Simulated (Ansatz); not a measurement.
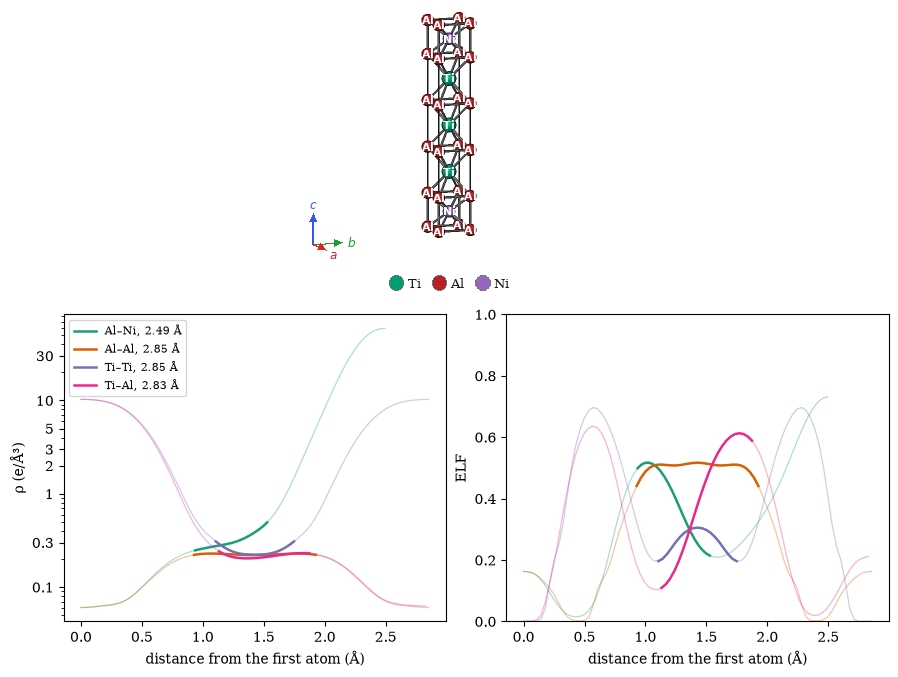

Ti3Al5Ni2. Valence charge density (pseudo) and ELF along straight lines between neighbouring atoms. Thin, pale parts lie inside the atomic spheres. The structure is drawn too.

Space group P4/mmm; a structure generated by program, which may or may not match a known phase; computed without spin polarisation.

Computed with DFT PBE, scalar-relativistic, plane waves, PAW (Ansatz 0.2.0).

Core electrons are frozen (PAW), and the valence fields are smoothed inside the atomic spheres.

Compare the contacts.

Answer. Al–Ni (2.49 Å): ρ at the midpoint is about 0.3 e/Å³; the ELF is about 0.40 at the midpoint.
Al–Al (2.85 Å): ρ is about 0.22 e/Å³ halfway; the ELF reaches about 0.50 near the midpoint.
Ti–Ti (2.85 Å): the density is about 0.22 e/Å³ at the midpoint; the ELF is about 0.30 at the midpoint.
Ti–Al (2.83 Å): ρ at the midpoint is about 0.2 e/Å³; the ELF is about 0.35 at the midpoint.
